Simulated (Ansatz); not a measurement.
| atom | x (Å) | y (Å) | z (Å) |
| --- | --- | --- | --- |
| Si | -0.0929 | -0.0213 | 0.0544 |
| H | -0.3734 | -0.1627 | 1.5509 |
| C | 1.8041 | 0.0118 | -0.2104 |
| H | 2.2338 | -0.9195 | 0.1958 |
| H | 2.0605 | 0.0707 | -1.2816 |
| H | 2.2731 | 0.8617 | 0.3142 |
| N | -0.7730 | 1.4197 | -0.7522 |
| C | -2.2232 | 1.6148 | -0.8157 |
| H | -2.7360 | 0.6734 | -0.5585 |
| H | -2.5734 | 2.4109 | -0.1224 |
| H | -2.5346 | 1.9035 | -1.8413 |
| C | 0.0060 | 2.5842 | -1.1674 |
| H | -0.2595 | 2.8848 | -2.2028 |
| H | -0.1711 | 3.4663 | -0.5127 |
| H | 1.0835 | 2.3590 | -1.1491 |
| N | -0.9648 | -1.4297 | -0.6098 |
| C | -1.4157 | -2.5515 | 0.2102 |
| H | -1.3366 | -2.2935 | 1.2796 |
| H | -2.4766 | -2.7988 | -0.0063 |
| H | -0.8190 | -3.4737 | 0.0349 |
| C | -1.1200 | -1.6187 | -2.0520 |
| H | -2.1748 | -1.8532 | -2.3067 |
| H | -0.8447 | -0.6900 | -2.5792 |
| H | -0.4905 | -2.4484 | -2.4416 |

Method: RKS PBE-D4/6-31G (Ansatz 0.2.0).

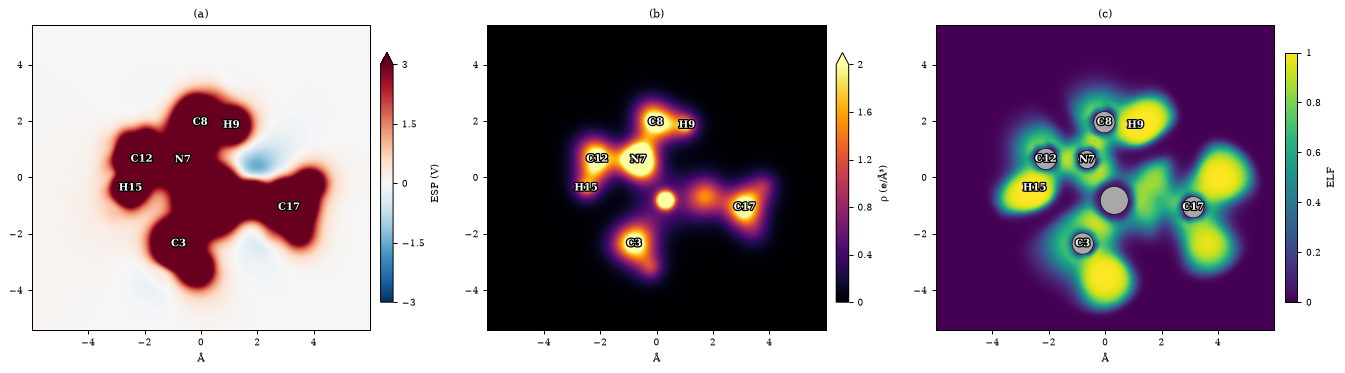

C$_{5}$H$_{16}$N$_{2}$Si. (a) electrostatic potential; (b) electron density; (c) ELF on the plane of atoms N7, C8 and H9. Grey discs cover the atomic cores in the ELF map.

Read the bonding off the picture.

Answer. Atoms in the plane: C, N and H.
C–N (1.46 Å): the density is about 1.7 e/Å³ at the midpoint; the ELF peaks at about 0.90 between the atoms, as expected for a covalent bond.
C–H (1.10 Å): ρ at the midpoint is about 1.9 e/Å³; the ELF climbs to about 1 towards the hydrogen, as it does in any bond to H (a covalent bond by its length).
Outside the dense part of the molecule the potential is most negative (−1.5 V) near N16, which lies off the plane.
